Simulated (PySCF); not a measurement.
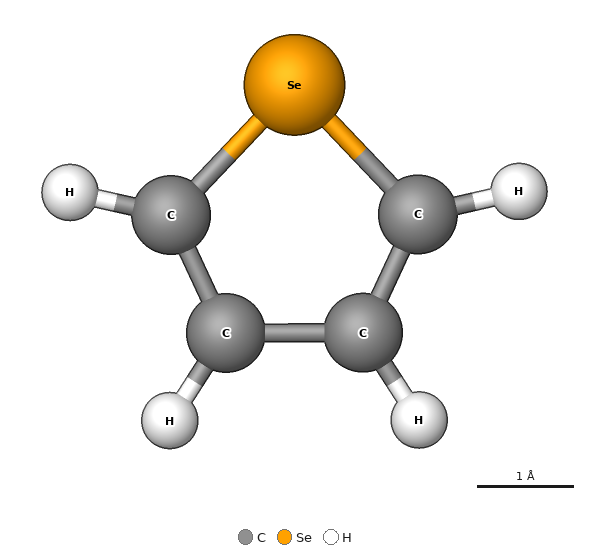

Fig. 1: The structure (ball-and-stick view, seen on its broad side). Bond lengths as drawn: C–C 1.36 to 1.43 Å, C–H 1.08 to 1.09 Å and C–Se 1.87 Å.

C4H4Se: frequency calculation

- system: C4H4Se (selenophene), SMILES c1cc[se]c1
- method: B3LYP/pcSseg-1 displacements along normal modes, gas phase (PySCF 2.14.0)

The input sets isotopic masses.

The program's output:
```
mode    cm-1    km/mol   phi_rrr   E(+)/cm-1  E(-)/cm-1
  1    404.39     2.43      -0.0      18.12      18.28
  2    462.97     0.17     -37.7      20.66      21.00
  3    557.76     0.00       0.2      25.12      25.10
  4    624.25     0.76      -0.0      28.01      28.18
  5    693.57     0.00      -0.8      31.38      31.43
  6    711.72   141.76       0.2      32.20      32.13
  7    767.13    20.28    -110.1      34.03      35.02
  8    839.20     1.01      -0.2      37.82      37.72
  9    895.42     0.01      -0.1      40.45      40.27
 10    933.29     0.00      -0.4      42.07      42.08
 11   1030.35     2.83     138.3      47.00      45.76
 12   1099.84     3.25      -3.0      49.52      49.55
 13   1102.13     2.16       1.9      49.60      49.66
 14   1263.98    20.82       0.7      56.79      57.02
 15   1372.07     1.33      44.1      61.95      61.55
 16   1460.30    15.87     128.7      66.31      65.15
 17   1561.88     0.28      -0.2      70.29      70.32
 18   3177.09     2.99       5.1     143.15     143.11
 19   3190.24     3.15   -1271.6     137.99     149.43
 20   3234.93     0.06      20.8     145.80     145.63
 21   3237.46     1.57    1302.3     151.68     139.96
```

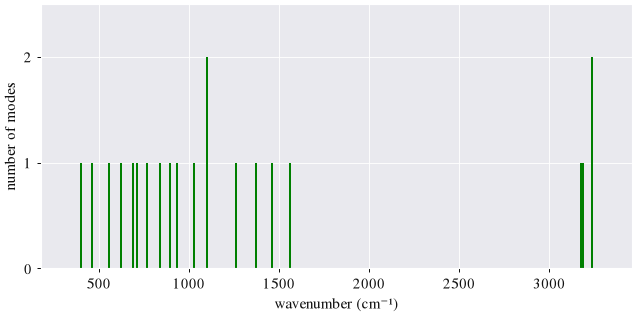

Fig. 2: Harmonic vibrational wavenumbers from the force constants; neighbouring modes closer than 13 cm⁻¹ are counted in one stick. 21 modes from 404 to 3237 cm⁻¹, none imaginary.

The run was set up as follows.

The input:
```
{"job": {"xc": "B3LYP", "basis": "pcSseg-1", "grid": 2, "temperatures": [400, 500], "delta": 0.3, "conv": 1e-11, "kind": "vib", "mass_numbers": [12, 12, 12, 80, 12, 1, 1, 1, 1]}, "charge": 0, "multiplicity": 1}
C      0.720716    -0.673466    -0.139754
C     -0.702074    -0.691487     0.023531
C     -1.277359     0.533289     0.173166
Se    -0.003099     1.904822     0.119165
C      1.284141     0.565702    -0.120707
H      1.307768    -1.578478    -0.269105
H     -1.280323    -1.611278     0.028023
H     -2.327495     0.757928     0.309839
H      2.331971     0.816944    -0.224876
```

The first line tells a small driver script what to run in PySCF; the rest is the geometry in Å.

Command:
```bash
OMP_NUM_THREADS=1 python <driver script> task.json out
```

Results in brief:

| quantity | value |
| --- | --- |
| outcome | converged |
| wavenumbers, lowest and highest | 404 and 3237 cm⁻¹ |
| hardware | 1 CPU thread, shared host |
| wall time | 8.4 min |
| peak memory | 0.67 GiB |
